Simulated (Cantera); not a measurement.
A closed system holds: 1 mol SiC, a varied amount of N2O, 790 mol H2, equilibrated at 1575 K and 1.00 bar.

Method: chemical equilibrium by Gibbs-energy minimisation in Cantera with the NASA 1993 tables (ideal gas, pure condensed phases). Candidate condensed phases: C, C6H6, C7H8, C8H18, H2O, Si, SiC, SiO2, Si2N2O, Si3N4; 151 gas species. Mutual solubility and eutectic melting of coexisting phases are not modelled. Kinetics and transport are ignored.

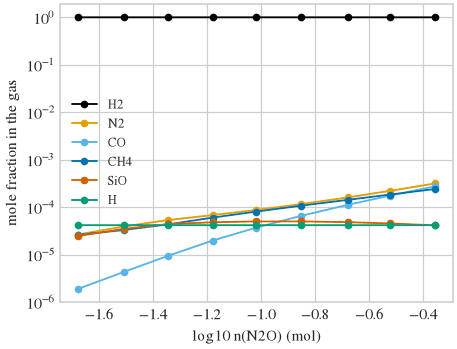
Equilibrium gas composition (values under 1e-9 drawn at 1e-9)

Question: Read off the mole fractions at 0.14 mol N2O.

Answer: H2 about 1.00, N2 about 0.00012, CH4 about 0.00011, CO about 6.5e-5, SiO about 5.0e-5, H about 4.2e-5.
